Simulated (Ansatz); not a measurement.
Electronic density of states of amorphous IGZO (In10Ga10Zn10O40), density 5.48 g/cm³, on a 2×2×2 Γ-centred mesh with a Gaussian width of 0.1 eV; energies count from the Fermi level, whose place inside the gap is arbitrary. Cell and mesh are small, so fine structure isn't converged. These are PBE, scalar-relativistic without spin-orbit coupling (plane waves to 420 eV, PAW; Ansatz, a program for electronic structure) values and carry that method's errors. Sampling: a 2×2×2 Γ-centred mesh; Fermi-Dirac width 0.02 eV; no spin polarisation. At PBE the levels at the filled edge of the gap are localised (band-tail or defect states), and the nearest spread-out levels lie 0.9 eV apart at the zone centre.

It comes from a melt-quench run on a machine-learned potential (CHGNet), relaxed afterwards by DFT. O atoms were pushed apart under 1.9 Å during the dynamics, to hinder bonds among them. The hot cell started wider than the set density and was brought back towards it in steps. It is the lowest in DFT energy of 2 quenches. It is a model cell: composition and starting density were chosen by hand, and all elements were melted together. No dispersion term was used. A short ab initio anneal came between quench and relaxation. Its density started from a set value of 5.48 and ended at 5.48 g/cm³. The simulated quench (nominally 170 K/ps over its main leg) is rapid and tends to freeze in more defects than a deposited or slowly cooled glass has. Values belong to this one cell and scatter from quench to quench. The volume was held where the preparation left it, at a PBE pressure of 0.0 GPa. Stress components on the final sampling reach 0.9 GPa.

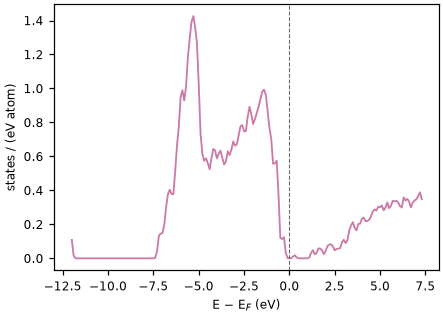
Figure: Density of states per atom

The level gap on this mesh is 0.58 eV; the broadening fills part of it in the curve.
